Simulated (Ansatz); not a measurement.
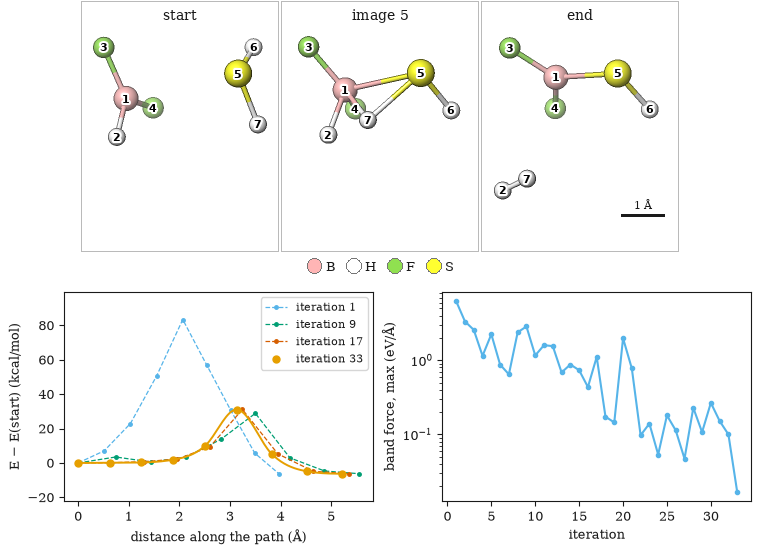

A nudged-elastic-band calculation for BH₃SF₂, made up at the start of BHF2 and H$_{2}$S. Images are numbered from 0 (start) to 8 (end). The plot follows the band through its iterations. Style: ball-and-stick. Shown at a tilt.

All numbers below come from Ansatz, RKS B3LYP-D4/def2-SVP. Run with 7 movable images; climbing image; force threshold 0.03 eV/Å; iteration limit 60; starting path through a guess of the saddle point.

### Did the band converge, and can the barrier be trusted?

The result is final at these settings. The band converged in 33 iterations. The largest component of the band force went from 6.3 to 0.017 eV/Å. The climbing image converged on the top of the path. Its vibrational analysis gives one imaginary mode (1093i cm⁻¹), as a transition state must have. The first iteration put the highest image at 83.4 kcal/mol. Forward barrier 31.0 kcal/mol, backward barrier 37.3 kcal/mol, with image 5 at the top; the reaction energy is −6.3 kcal/mol.

Limits of the set-up: the start holds two separate molecules, 3.0 Å apart at their closest, whose relative position is a soft coordinate.

Cost: 8.9 min on 1 thread of Arm Neoverse V1, with other jobs on the host, peak memory 0.17 GiB.
